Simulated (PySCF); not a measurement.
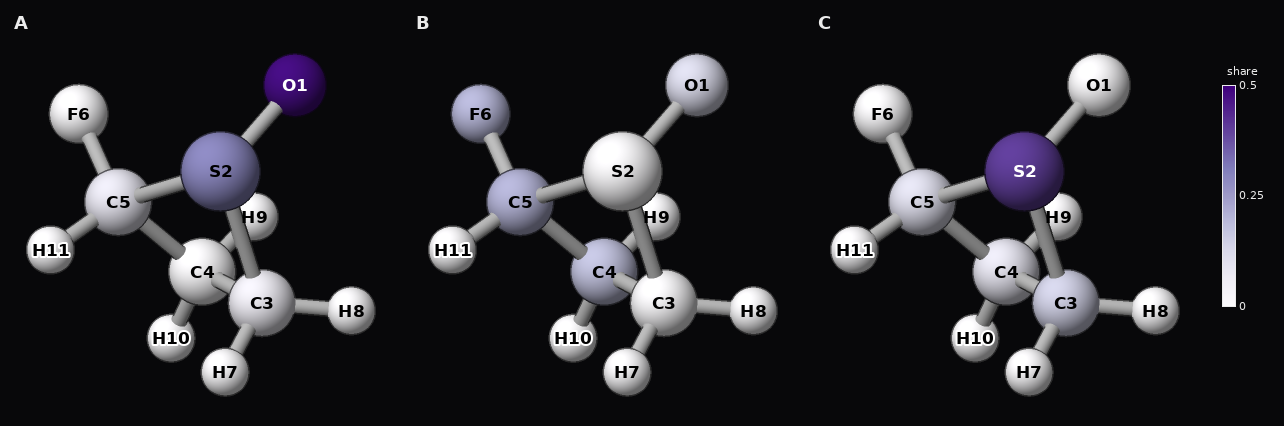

Each panel colours the atoms by their Löwdin share in one orbital (up to four of the largest shares; other atoms are shown as zero). The geometry was computed by an optimisation with PBE0-D3(BJ)/def2-SVP. No frequency run is at hand to confirm it as a minimum. Level of theory: PBE0/aug-cc-pVDZ (PySCF 2.14.0).

**The panels show the HOMO−2, HOMO, LUMO, in some order. Which is which?**

A: HOMO, −6.92 eV; O1 0.48, S2 0.29, C5 0.08, C3 0.05
B: HOMO−2, −9.98 eV; C5 0.20, F6 0.20, C4 0.17, O1 0.12
C: LUMO, −0.49 eV; S2 0.40, C3 0.14, C5 0.10, C4 0.08
